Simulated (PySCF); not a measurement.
## NMR shielding calculation, with input and output: C5H12NPSi2

- system: C5H12NPSi2
- method: GIAO PBE0/pcSseg-1 NMR shielding, non-relativistic, gas phase (PySCF 2.14.0)

The geometry comes from this level: PBE0-D3(BJ)/def2-SVP. Figures and captions count atoms from 1; the log counts them from 0 in places.

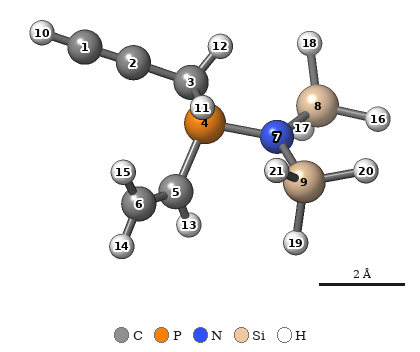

*The input geometry (ball-and-stick view, seen at a tilt; atoms are numbered from 1 in the order of the input).*

Bond lengths as drawn: C–C 1.21 to 1.45 Å, C–H 1.07 to 1.10 Å, C–P 1.82 to 1.87 Å, H–Si 1.49 Å, N–P 1.75 Å and N–Si 1.76 Å.

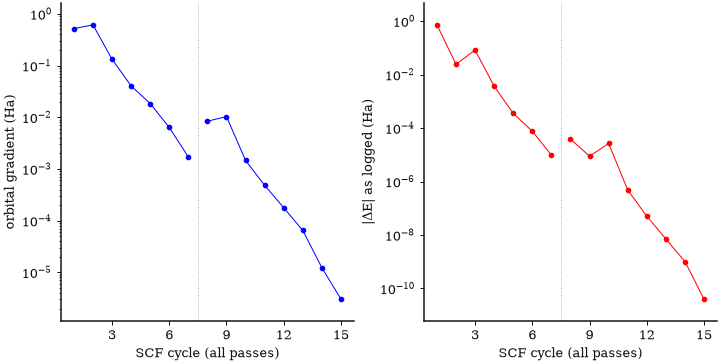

*Convergence of the self-consistent field: orbital gradient and size of the energy change against the SCF cycle. The dotted line marks the change from a coarse to the final integration grid.*

The first 7 cycles use a coarse grid, the final grid takes over at cycle 8, and the field converges after 15 cycles in all.

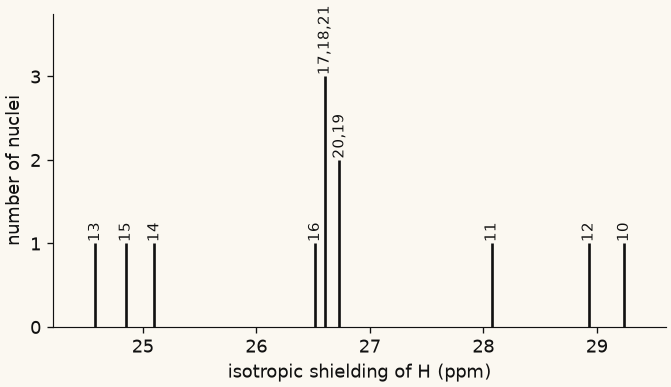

*Isotropic shieldings of the hydrogen nuclei in this fixed geometry, labelled by atom number; shielding grows to the right, so chemical shift grows to the left.*

The least shielded is H13 (24.6 ppm), the most shielded H10 (29.2 ppm).

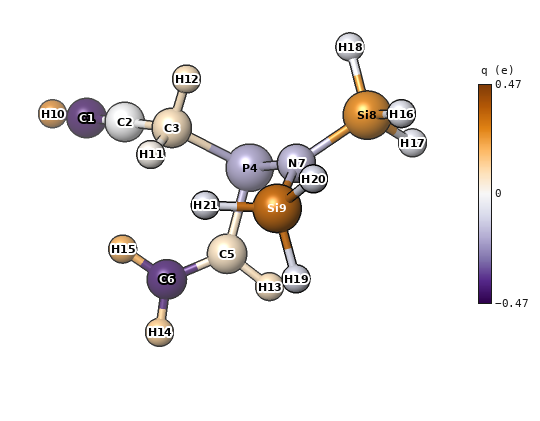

*ESP-fitted charges, as the colour of each atom (ball-and-stick view, seen at a tilt; atoms are numbered from 1 in the order of the input).*

By element: C −0.45 to +0.09, P −0.21, N −0.18, Si +0.28 to +0.34 and H −0.09 to +0.31 e.

The input and output of the run follow.

## The input
```
{"job": {"kind": "nmr", "xc": "PBE0", "basis": "pcSseg-1"}, "charge": 0, "multiplicity": 1}
C      3.723092    -1.056612     0.676368
C      2.531819    -0.883575     0.813344
C      1.103454    -0.666960     0.929991
P      0.285917    -0.412182    -0.735506
C      0.679300     1.330256    -1.075844
C      1.639478     2.075741    -0.519289
N     -1.391580    -0.281680    -0.270025
Si    -2.395652    -1.563760    -0.938257
Si    -2.014243     1.079557     0.655945
H      4.778828    -1.222599     0.566771
H      0.882107     0.179701     1.601579
H      0.614177    -1.559899     1.354235
H      0.083901     1.749938    -1.897593
H      1.828043     3.096761    -0.865111
H      2.285847     1.701433     0.280181
H     -3.785832    -1.361361    -0.433018
H     -2.404712    -1.530718    -2.431795
H     -1.897941    -2.903889    -0.501959
H     -2.191415     2.304759    -0.181236
H     -3.340155     0.687219     1.217509
H     -1.085188     1.413467     1.775786
```

The first line tells a small driver script what to run in PySCF; the rest is the geometry in Å.

Command:
```bash
OMP_NUM_THREADS=1 python <driver script> task.json out
```

## What the program printed
```
coarse grid: 18808 points
cycle   1  E = -1171.9124890137  dE =  7.311e-01  |g| = 5.184e-01  |ddm| = 4.408e+00
cycle   2  E = -1171.8881360922  dE =  2.435e-02  |g| = 6.157e-01  |ddm| = 1.104e+00
cycle   3  E = -1171.9710439123  dE = -8.291e-02  |g| = 1.332e-01  |ddm| = 6.073e-01
cycle   4  E = -1171.9747078941  dE = -3.664e-03  |g| = 4.056e-02  |ddm| = 1.647e-01
cycle   5  E = -1171.9750648360  dE = -3.569e-04  |g| = 1.849e-02  |ddm| = 5.556e-02
cycle   6  E = -1171.9751408213  dE = -7.599e-05  |g| = 6.364e-03  |ddm| = 1.772e-02
cycle   7  E = -1171.9751505764  dE = -9.755e-06  |g| = 1.717e-03  |ddm| = 6.997e-03
final grid: 167280 points
cycle   8  E = -1172.0285975999  dE = -3.883e-05  |g| = 8.398e-03  |ddm| = 5.437e-02
cycle   9  E = -1172.0285887249  dE =  8.875e-06  |g| = 1.034e-02  |ddm| = 1.716e-02
cycle  10  E = -1172.0286153112  dE = -2.659e-05  |g| = 1.467e-03  |ddm| = 9.922e-03
cycle  11  E = -1172.0286157963  dE = -4.851e-07  |g| = 4.826e-04  |ddm| = 1.458e-03
cycle  12  E = -1172.0286158471  dE = -5.074e-08  |g| = 1.780e-04  |ddm| = 5.118e-04
cycle  13  E = -1172.0286158541  dE = -7.079e-09  |g| = 6.473e-05  |ddm| = 1.840e-04
cycle  14  E = -1172.0286158551  dE = -1.014e-09  |g| = 1.231e-05  |ddm| = 7.542e-05
cycle  15  E = -1172.0286158552  dE = -4.002e-11  |g| = 3.048e-06  |ddm| = 1.718e-05
converged SCF energy = -1172.0286158552

GIAO shielding tensors (ppm)
atom      isotropic    diamagn.    paramagn.     s11        s22        s33       span
  0 C      105.675     258.619    -152.945     33.092     36.666    247.266    214.174
  1 C      103.336     259.982    -156.646      5.465      8.079    296.463    290.998
  2 C      164.540     256.219     -91.679    140.953    170.992    181.675     40.723
  3 P      281.983     967.820    -685.837    237.282    257.005    351.662    114.381
  4 C       36.850     265.408    -228.558    -79.394     38.652    151.291    230.685
  5 C       50.194     255.466    -205.272    -66.119     47.415    169.286    235.405
  6 N      259.854     333.205     -73.351    221.069    273.234    285.259     64.190
  7 Si     393.313     879.070    -485.757    351.172    361.376    467.391    116.219
  8 Si     407.308     880.208    -472.900    369.454    388.522    463.947     94.493
  9 H       29.239      33.061      -3.822     24.046     24.235     39.436     15.390
 10 H       28.072      32.220      -4.148     22.915     28.777     32.526      9.611
 11 H       28.927      30.435      -1.507     23.469     29.354     33.959     10.490
 12 H       24.579      32.693      -8.114     21.835     24.624     27.279      5.444
 13 H       25.102      28.679      -3.577     22.414     24.187     28.706      6.292
 14 H       24.851      32.234      -7.383     21.774     23.478     29.300      7.525
 15 H       26.517      28.402      -1.885     22.811     25.187     31.554      8.743
 16 H       26.579      28.169      -1.589     22.804     24.819     32.115      9.311
 17 H       26.600      28.498      -1.899     22.485     25.353     31.962      9.476
 18 H       26.745      29.587      -2.841     22.945     24.963     32.327      9.381
 19 H       26.721      29.506      -2.785     23.084     25.201     31.877      8.794
 20 H       26.629      30.445      -3.816     22.320     26.682     30.887      8.567
```

## Summary

```json
{"quantity": "outcome", "value": "converged"}
{"quantity": "total energy", "value": "−1172.028616 hartree"}
{"quantity": "HOMO", "value": "−6.73 eV"}
{"quantity": "LUMO", "value": "−0.92 eV"}
{"quantity": "dipole moment", "value": "1.21 D"}
{"quantity": "isotropic shielding, C", "value": "36.8 to 164.5 ppm"}
{"quantity": "isotropic shielding, P", "value": "282.0 ppm"}
{"quantity": "isotropic shielding, N", "value": "259.9 ppm"}
{"quantity": "isotropic shielding, Si", "value": "393.3 to 407.3 ppm"}
{"quantity": "isotropic shielding, H", "value": "24.6 to 29.2 ppm"}
{"quantity": "hardware", "value": "1 CPU thread, shared host"}
{"quantity": "wall time", "value": "75 s"}
{"quantity": "peak memory", "value": "1.1 GiB"}
```
